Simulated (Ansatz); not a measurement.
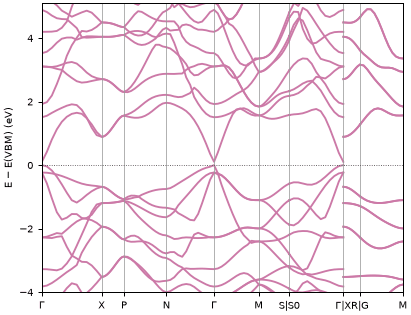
Figure. Band structure from plane-wave PAW r²SCAN (Ansatz code)

Problem. Read off the gap and where the band edges lie.

Solution. About 0.1 eV (0.10 eV by a search for the band edges); maximum at Γ, minimum at Γ.

Problem. Which of these materials gives this?
(A) Ba2YOsO6, I4/mmm (Pearson symbol tI20)
(B) CdGeAs2, chalcopyrite
(C) Cs2KMnF6, I4/mmm (Pearson symbol tI20)
(D) Rb2SnHgTe4, I-42m (Rb on 4c, Sn on 2b, Hg on 2a, Te on 8i)

Solution. B, CdGeAs2, chalcopyrite

Space group I-42d (chalcopyrite). Symmetry was held in the r²SCAN relaxation. Scalar-relativistic: spin–orbit coupling is off unless named, which matters more the heavier the elements.

Potentials: the later of the program's two PAW sets.
